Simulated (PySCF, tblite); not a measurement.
# C₅H₉ClN₂Si: geometry, infrared bands and NMR shifts

Aim: predict the infrared bands and NMR shifts of C₅H₉ClN₂Si (`C/N=C\C[Si@H](Cl)CC#N`).

The runs use tblite 0.8.0 and PySCF 2.14.0, with density-fitted response routines of our own; the level of theory stands in each step. All values are computed, except where a source is named. Atoms are numbered from 0 throughout.

## Step 1: Starting geometry

18 atoms, charge 0, multiplicity 1; geometry from: force field or distance geometry start.

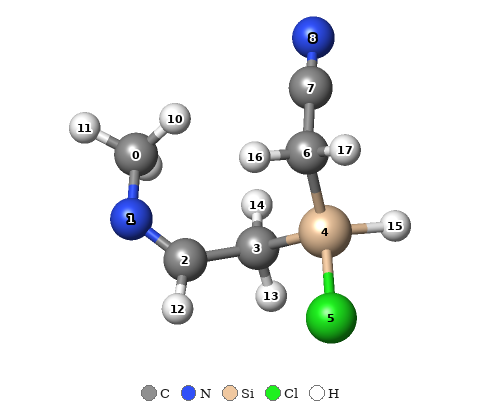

As it starts; carbon grey, nitrogen blue, silicon light orange, chlorine green, hydrogen white, atoms numbered.

## Step 2: Geometry optimisation with GFN2-xTB

Job settings and geometry (Å):

```
{"job": {"kind": "relax", "xc": "GFN2-xTB", "basis": "xTB"}, "charge": 0, "multiplicity": 1}
C     -2.060300     1.216900     0.431500
N     -1.969500    -0.103700     1.004800
C     -1.300000    -1.034900     0.405700
C     -0.547500    -0.902200    -0.898100
Si     1.296600    -1.048300    -0.657400
Cl     1.722500    -2.895900     0.124700
C      2.001300     0.261100     0.449000
C      1.878700     1.596900    -0.132500
N      1.761500     2.640300    -0.611600
H     -2.583800     1.193400    -0.531100
H     -1.092100     1.690900     0.324900
H     -2.668500     1.850000     1.098800
H     -1.292600    -2.024600     0.894900
H     -0.886300    -1.725500    -1.539200
H     -0.787900     0.032000    -1.402900
H      1.968200    -1.020500    -1.976300
H      1.493700     0.237300     1.426300
H      3.057300     0.043000     0.645700
```

Run with:

```bash
> OMP_NUM_THREADS=1 python probes_run.py task.json out
```

This one command runs all jobs of the session in turn.

What it wrote:

```text
step      E/eV     max force
  0    -745.27958    2.325
  1    -745.37043    2.814
  2    -745.40522    2.734
  3    -745.42468    1.746
  4    -745.45172    0.309
  5    -745.45903    0.212
  6    -745.47051    0.282
  7    -745.47277    0.146
  8    -745.47468    0.130
  9    -745.47629    0.184
 10    -745.47760    0.131
 11    -745.47852    0.071
 12    -745.47937    0.080
 13    -745.48023    0.126
 14    -745.48106    0.104
 15    -745.48184    0.074
 16    -745.48267    0.083
 17    -745.48364    0.113
 18    -745.48458    0.111
 19    -745.48530    0.058
 20    -745.48583    0.050
 21    -745.48635    0.070
 22    -745.48695    0.091
 23    -745.48755    0.066
 24    -745.48798    0.052
 25    -745.48826    0.039
 26    -745.48847    0.045
 27    -745.48873    0.050
 28    -745.48904    0.048
 29    -745.48941    0.056
 30    -745.48988    0.075
 31    -745.49048    0.074
 32    -745.49126    0.108
 33    -745.49206    0.098
 34    -745.49264    0.047
 35    -745.49298    0.040
 36    -745.49325    0.048
 37    -745.49362    0.074
 38    -745.49408    0.077
 39    -745.49455    0.059
 40    -745.49493    0.048
 41    -745.49528    0.047
 42    -745.49566    0.060
 43    -745.49603    0.051
 44    -745.49630    0.041
 45    -745.49648    0.037
 46    -745.49661    0.032
 47    -745.49675    0.034
 48    -745.49688    0.034
 49    -745.49700    0.034
 50    -745.49712    0.037
 51    -745.49724    0.038
 52    -745.49738    0.036
 53    -745.49748    0.025
 54    -745.49756    0.019
 55    -745.49763    0.022
 56    -745.49770    0.026
 57    -745.49777    0.026
 58    -745.49782    0.021
 59    -745.49787    0.016
 60    -745.49793    0.027
 61    -745.49801    0.037
 62    -745.49812    0.036
 63    -745.49823    0.030
 64    -745.49832    0.027
 65    -745.49838    0.027
 66    -745.49844    0.030
 67    -745.49852    0.026
 68    -745.49859    0.024
 69    -745.49866    0.021
 70    -745.49872    0.022
 71    -745.49877    0.021
 72    -745.49881    0.024
 73    -745.49885    0.016
 74    -745.49886    0.010
 75    -745.49888    0.011
 76    -745.49889    0.016
 77    -745.49891    0.017
 78    -745.49893    0.011
 79    -745.49894    0.012
 80    -745.49896    0.011
 81    -745.49897    0.011
 82    -745.49898    0.009
```

It took 1.3 s on 1 thread of Arm Neoverse N1, shared host.

Along the way: (not every step is listed)

| step | energy from step 0 (eV) | largest force (eV/Å) |
| --- | --- | --- |
| 0 | 0.0000 | 2.3254 |
| 1 | -0.0909 | 2.8138 |
| 2 | -0.1256 | 2.7338 |
| 3 | -0.1451 | 1.7463 |
| 4 | -0.1721 | 0.3087 |
| 5 | -0.1794 | 0.2117 |
| 6 | -0.1909 | 0.2820 |
| 7 | -0.1932 | 0.1463 |
| 8 | -0.1951 | 0.1297 |
| 14 | -0.2015 | 0.1037 |
| 20 | -0.2062 | 0.0500 |
| 26 | -0.2089 | 0.0447 |
| 32 | -0.2117 | 0.1078 |
| 38 | -0.2145 | 0.0765 |
| 44 | -0.2167 | 0.0407 |
| 50 | -0.2175 | 0.0375 |
| 56 | -0.2181 | 0.0259 |
| 62 | -0.2185 | 0.0356 |
| 68 | -0.2190 | 0.0241 |
| 74 | -0.2193 | 0.0102 |
| 77 | -0.2193 | 0.0168 |
| 78 | -0.2193 | 0.0109 |
| 79 | -0.2194 | 0.0119 |
| 80 | -0.2194 | 0.0110 |
| 81 | -0.2194 | 0.0106 |
| 82 | -0.2194 | 0.0092 |

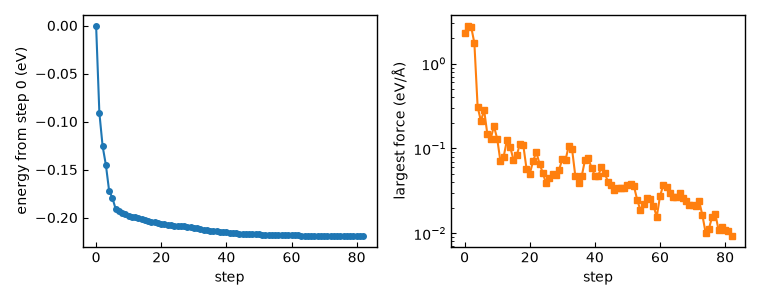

Energy and force, step by step.

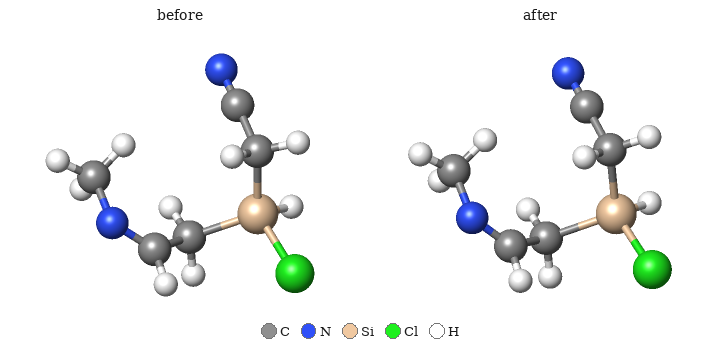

Before and after, at one scale.

Distances of close pairs at the start and the end, largest changes first:

| bond | before (Å) | after (Å) | change (Å) |
| --- | --- | --- | --- |
| Si4–C6 | 1.853 | 1.922 | +0.069 |
| C3–Si4 | 1.865 | 1.910 | +0.045 |
| N1–C2 | 1.294 | 1.254 | -0.040 |
| C6–C7 | 1.462 | 1.429 | -0.033 |
| Si4–Cl5 | 2.051 | 2.022 | -0.029 |
| Si4–H15 | 1.480 | 1.462 | -0.019 |
| C2–H12 | 1.104 | 1.086 | -0.018 |
| C0–H11 | 1.103 | 1.089 | -0.013 |

The final coordinates are the input of the step that follows.

## Step 3: Harmonic vibrations with GFN2-xTB

Job settings and geometry (Å):

```
{"job": {"kind": "ir", "xc": "GFN2-xTB", "basis": "xTB"}, "charge": 0, "multiplicity": 1}
C     -1.930646     1.268837     0.458844
N     -1.860788    -0.071380     0.974062
C     -1.295136    -1.007445     0.361211
C     -0.570518    -0.979529    -0.954694
Si     1.319583    -1.114622    -0.715174
Cl     1.774450    -2.875563     0.168607
C      1.914097     0.269324     0.479287
C      1.690966     1.562997    -0.084258
N      1.491942     2.584311    -0.560271
H     -2.475501     1.302404    -0.488515
H     -0.942720     1.706283     0.295431
H     -2.467536     1.871353     1.190597
H     -1.319447    -1.974397     0.854734
H     -0.907602    -1.829846    -1.549157
H     -0.811734    -0.068732    -1.502116
H      2.027745    -1.006731    -1.989397
H      1.374467     0.206547     1.427653
H      2.979619     0.162507     0.690303
```

What it wrote:

```text
mode    cm-1     km/mol
  1     -32.1      1.33
  2      36.2      3.27
  3      47.7      5.55
  4      84.7      0.65
  5      91.4      9.01
  6     107.4      0.25
  7     142.5     10.58
  8     176.1      2.86
  9     256.8      8.92
 10     282.3      3.57
 11     374.5      1.83
 12     438.0      5.36
 13     474.1      7.76
 14     508.7     49.08
 15     564.1      9.24
 16     611.3     85.25
 17     625.6    242.94
 18     681.4     12.89
 19     742.9     37.60
 20     773.9    182.40
 21     814.7    125.49
 22     870.5      8.52
 23     971.4     16.37
 24    1013.5     22.40
 25    1044.6     67.48
 26    1074.4      0.56
 27    1080.1      0.59
 28    1099.5     48.34
 29    1140.9     31.62
 30    1183.1    120.28
 31    1186.4     32.11
 32    1337.1     19.89
 33    1390.2      8.66
 34    1402.6      7.92
 35    1441.2      6.13
 36    1473.4      3.10
 37    1487.8      4.42
 38    1740.7    172.36
 39    2268.4    230.04
 40    2402.6    282.88
 41    2950.6     26.62
 42    2960.8     10.48
 43    2968.5     12.43
 44    2975.4     29.40
 45    2979.3      2.89
 46    2999.9      1.51
 47    3011.1     55.58
 48    3016.7     29.50
```

It took 1.5 s on 1 thread of Arm Neoverse N1, shared host.

Which atoms move in the most intense modes:

| cm⁻¹ | km/mol | atoms |
| --- | --- | --- |
| 611 | 85.2 | H15 80 % |
| 626 | 242.9 | H15 81 % |
| 774 | 182.4 | Si4 21 %, H17 19 %, C6 18 %, H16 11 % |
| 815 | 125.5 | C3 31 %, H14 27 %, H13 21 % |
| 1183 | 120.3 | C6 38 %, H17 28 %, H16 28 % |
| 1741 | 172.4 | C2 51 %, N1 46 % |
| 2268 | 230.0 | H15 97 % |
| 2403 | 282.9 | C7 60 %, N8 39 % |

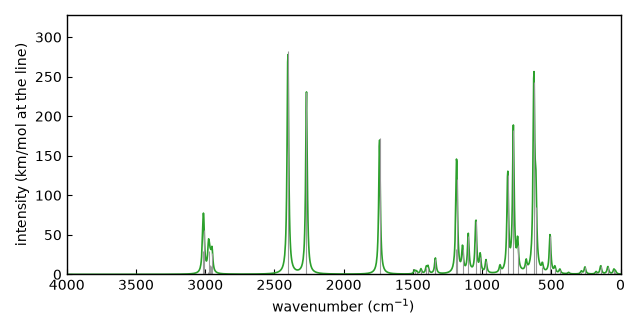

The infrared spectrum from these modes, unscaled. Lines are broadened to a width of 14 cm⁻¹ (Lorentzian).

## Step 4: Shielding tensors: PBE0/pcSseg-1

Settings changed since step 3:

```diff
@@ -1,2 +1,2 @@
-{"job": {"kind": "ir", "xc": "GFN2-xTB", "basis": "xTB"}, "charge": 0, "multiplicity": 1}
+{"job": {"kind": "nmr", "xc": "PBE0", "basis": "pcSseg-1"}, "charge": 0, "multiplicity": 1}
 C     -1.930646     1.268837     0.458844
```

Level: GIAO PBE0/pcSseg-1 NMR shielding, non-relativistic, gas phase.

What it wrote:

```text
coarse grid: 16384 points
cycle   1  E = -1054.3260940893  dE =  1.083e+00  |g| = 5.912e-01  |ddm| = 3.903e+00
cycle   2  E = -1054.1464198490  dE =  1.797e-01  |g| = 1.082e+00  |ddm| = 1.584e+00
cycle   3  E = -1054.4091782193  dE = -2.628e-01  |g| = 1.895e-01  |ddm| = 1.011e+00
cycle   4  E = -1054.4167057263  dE = -7.528e-03  |g| = 5.546e-02  |ddm| = 1.705e-01
cycle   5  E = -1054.4172330034  dE = -5.273e-04  |g| = 2.753e-02  |ddm| = 5.448e-02
cycle   6  E = -1054.4173868400  dE = -1.538e-04  |g| = 6.054e-03  |ddm| = 2.416e-02
cycle   7  E = -1054.4173951311  dE = -8.291e-06  |g| = 1.185e-03  |ddm| = 5.944e-03
final grid: 150048 points
cycle   8  E = -1054.4667534315  dE = -5.122e-05  |g| = 8.008e-03  |ddm| = 3.151e-02
cycle   9  E = -1054.4667514181  dE =  2.013e-06  |g| = 8.375e-03  |ddm| = 1.456e-02
cycle  10  E = -1054.4667690230  dE = -1.760e-05  |g| = 7.963e-04  |ddm| = 7.657e-03
cycle  11  E = -1054.4667691088  dE = -8.578e-08  |g| = 4.617e-04  |ddm| = 8.594e-04
cycle  12  E = -1054.4667691510  dE = -4.220e-08  |g| = 1.311e-04  |ddm| = 3.712e-04
cycle  13  E = -1054.4667691542  dE = -3.293e-09  |g| = 5.018e-05  |ddm| = 1.343e-04
cycle  14  E = -1054.4667691547  dE = -4.588e-10  |g| = 1.949e-05  |ddm| = 4.355e-05
converged SCF energy = -1054.4667691547

GIAO shielding tensors (ppm)
atom      isotropic    diamagn.    paramagn.     s11        s22        s33       span
  0 C      147.312     251.996    -104.684    128.065    138.193    175.677     47.612
  1 N     -126.153     327.751    -453.905   -524.993   -135.304    281.837    806.830
  2 C       25.061     255.675    -230.614    -87.383     38.657    123.909    211.292
  3 C      162.388     258.995     -96.607    138.622    172.236    176.306     37.685
  4 Si     345.540     878.813    -533.273    306.501    355.418    374.702     68.201
  5 Cl     966.192    1148.519    -182.327    915.604    973.563   1009.408     93.803
  6 C      183.120     257.774     -74.653    165.979    179.402    203.980     38.001
  7 C       64.997     262.911    -197.915    -50.241    -45.246    290.477    340.718
  8 N      -31.749     339.858    -371.608   -206.385   -192.084    303.222    509.607
  9 H       28.572      31.518      -2.946     25.025     27.503     33.189      8.163
 10 H       28.036      35.308      -7.272     22.515     28.513     33.080     10.565
 11 H       27.257      30.121      -2.865     23.892     26.232     31.646      7.754
 12 H       23.913      31.632      -7.720     20.649     23.029     28.060      7.411
 13 H       29.821      31.090      -1.269     26.378     27.637     35.448      9.070
 14 H       29.145      35.041      -5.895     25.910     28.457     33.069      7.158
 15 H       26.256      28.164      -1.908     22.563     24.708     31.497      8.934
 16 H       29.786      32.844      -3.058     26.957     28.276     34.126      7.170
 17 H       29.876      26.789       3.086     24.012     29.048     36.568     12.556
```

Wall time 75 s (1 thread of Arm Neoverse N1, shared host); peak memory 0.87 GiB.

Shifts follow as δ = σ(reference) − σ, with reference shieldings (ppm) from runs at the same level and on the same kind of geometry: 1H TMS 31.72, 13C TMS 186.9, 29Si TMS 349.2, 15N NH3 267.7, 35Cl HCl 950. The references are single molecules in the gas phase, so shifts against H2O, NH3, PH3, H3PO4 or CFCl3 are not on the usual liquid scales and can be off by tens of ppm. Atoms listed in one row are averaged.

| atoms | environment | σ (ppm) | δ (ppm) | δ scaled to CDCl3 |
| --- | --- | --- | --- | --- |
| C2 | C=N carbon | 25.1 | 161.9 | 156.1 |
| C7 | nitrile carbon | 65.0 | 121.9 | 117.1 |
| C0 | methyl carbon bonded to N | 147.3 | 39.6 | 36.7 |
| C3 | sp3 CH2 bonded to Si | 162.4 | 24.5 | 22.0 |
| C6 | sp3 CH2 bonded to Si, α to a nitrile | 183.1 | 3.8 | 1.8 |
| H12 | hydrogen on a C=N carbon | 23.91 | 7.80 | 7.46 |
| H15 | hydrogen on a silicon bonded to 2 C, Cl | 26.26 | 5.46 | – |
| H9, H10, H11 | hydrogen on a methyl carbon bonded to N | 27.95 | 3.76 | 3.65 |
| H14 | hydrogen on an sp3 CH2 bonded to Si | 29.15 | 2.57 | 2.53 |
| H16 | hydrogen on an sp3 CH2 bonded to Si, α to a nitrile | 29.79 | 1.93 | 1.93 |
| H13 | hydrogen on an sp3 CH2 bonded to Si | 29.82 | 1.90 | 1.89 |
| H17 | hydrogen on an sp3 CH2 bonded to Si, α to a nitrile | 29.88 | 1.84 | 1.84 |
| N1 | imine nitrogen | -126.2 | 393.9 | – |
| N8 | nitrile nitrogen | -31.7 | 299.5 | – |
| Si4 | silicon bonded to 2 C, Cl, H | 345.5 | 3.6 | – |
| Cl5 | chlorine bonded to Si | 966 | -16 | – |

The scaled column applies a straight-line fit of computed shieldings to shifts measured in CDCl3, with any fitted terms for Cl, Br or S neighbours (root-mean-square error 0.16 ppm for H, 1.9 ppm for C).

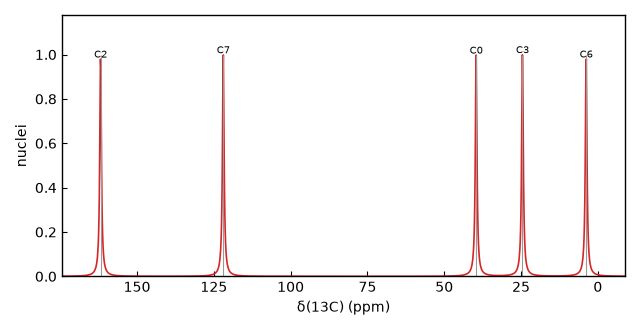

13C lines at the computed shifts, without couplings. Lines are broadened to a width of 0.63 ppm (Lorentzian).

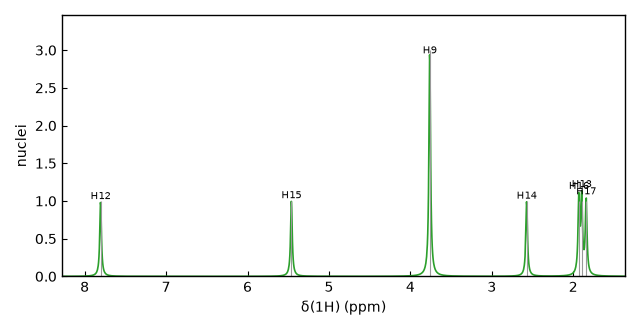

1H lines at the computed shifts, without couplings. Lines are broadened to a width of 0.02 ppm (Lorentzian).

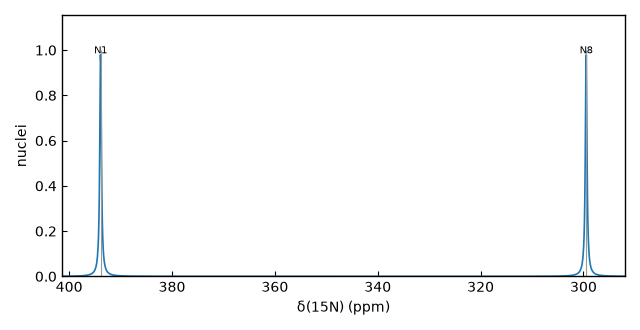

15N lines at the computed shifts, without couplings. Lines are broadened to a width of 0.38 ppm (Lorentzian).

The run also stored atomic charges by several schemes (e):

| atoms | Mulliken | IAO | Hirshfeld | ESP fit |
| --- | --- | --- | --- | --- |
| C0 | -0.15 | -0.32 | -0.08 | 0.37 |
| N1 | -0.41 | -0.27 | -0.16 | -0.67 |
| C2 | 0.04 | 0.02 | 0.03 | 0.41 |
| C3 | -0.55 | -0.59 | -0.16 | -0.38 |
| Si4 | 0.87 | 0.97 | 0.40 | 0.43 |
| Cl5 | -0.31 | -0.30 | -0.10 | -0.17 |
| C6 | -0.51 | -0.59 | -0.13 | -0.63 |
| C7 | 0.03 | 0.14 | 0.08 | 0.54 |
| N8 | -0.25 | -0.26 | -0.23 | -0.52 |

Mulliken charges:

C0 -0.15; N1 -0.41; C2 0.04; C3 -0.55; Si4 0.87; Cl5 -0.31; C6 -0.51; C7 0.03; N8 -0.25; H9 0.11; H10 0.14; H11 0.13; H12 0.12; H13 0.18; H14 0.17; H15 -0.02; H16 0.21; H17 0.20

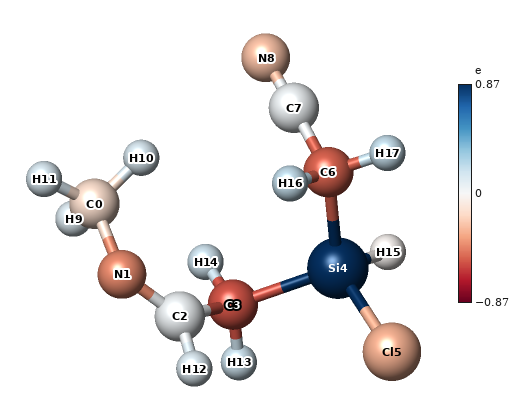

Mulliken charges, as colours on the atoms.

Mayer bond orders: C0–N1 0.97, N1–C2 2.00, C2–C3 0.99, C3–Si4 0.90, Si4–Cl5 1.00, Si4–C6 0.84, C6–C7 1.05, C7–N8 2.99.

## Step 5: Outcome

| quantity | value |
| --- | --- |
| strongest single infrared mode (GFN2-xTB) | 2403 cm⁻¹, 283 km/mol |
| zero-point energy (GFN2-xTB) | 81.9 kcal/mol |
| 13C shifts against TMS (PBE0/pcSseg-1) | 161.9, 121.9, 39.6, 24.5, 3.8 ppm |
| 1H shifts against TMS (PBE0/pcSseg-1, means over atoms taken as alike) | 7.80, 5.46, 3.76, 2.57, 1.93, 1.90, 1.84 ppm |
| 15N shifts against NH3 (PBE0/pcSseg-1) | 393.9, 299.5 ppm |
| 29Si shifts against TMS (PBE0/pcSseg-1) | 3.6 ppm |
| 35Cl shifts against HCl (PBE0/pcSseg-1) | -16 ppm |

In words: Relaxing lowered the energy by 0.219 eV in 82 steps; the close pair that moved most is Si4–C6, from 1.853 to 1.922 Å. The lowest mode is imaginary (32i cm⁻¹), so the xTB geometry is not a minimum. The strongest single mode, at 2403 cm⁻¹, moves mainly C7 and N8. Unscaled tight-binding wavenumbers are off by several per cent, some by more. Its intensities can rank the bands wrongly. At PBE0/pcSseg-1: The widest tensor belongs to N1: span 807 ppm, with a paramagnetic part of -454 ppm.
